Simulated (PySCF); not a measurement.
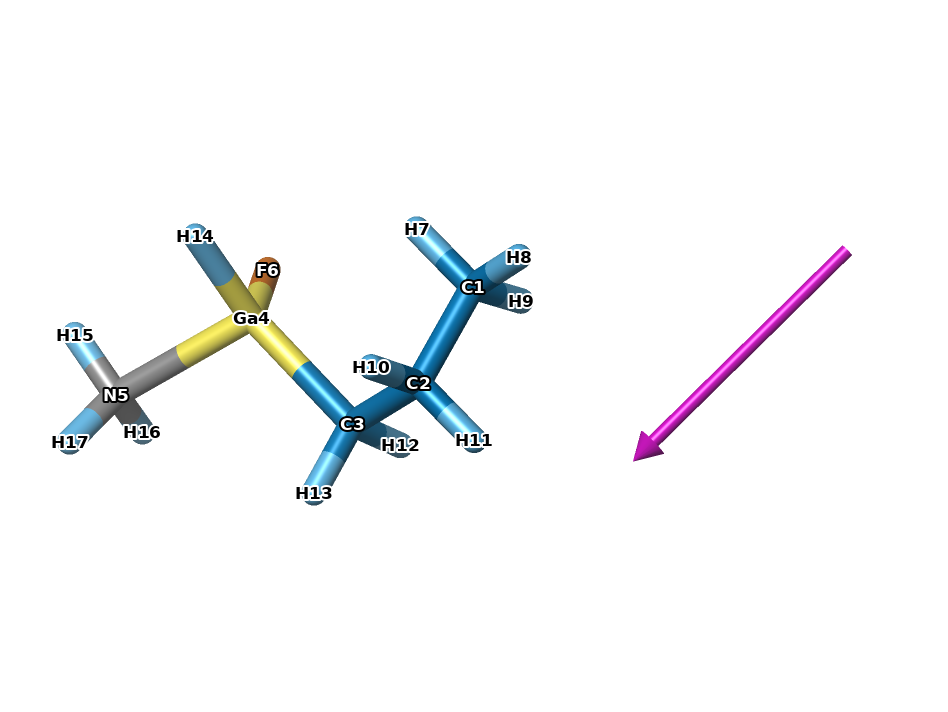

The arrow beside the molecule shows the direction of the dipole moment, from the negative to the positive end (its length means nothing). Computed geometry: GFN2-xTB optimisation. No frequency run is at hand to confirm it as a minimum. Level of theory: B3LYP/def2-SVPD, gas phase (PySCF 2.14.0).

How large is the dipole moment?

4.74 D; it points from the side of H8 to the side of H17 (the outermost atoms at the two ends).

The geometry is semi-empirical. Around Ga such bond lengths and angles can be off by a tenth of an ångström or more and by several degrees, and values that hang on the shape move with them.
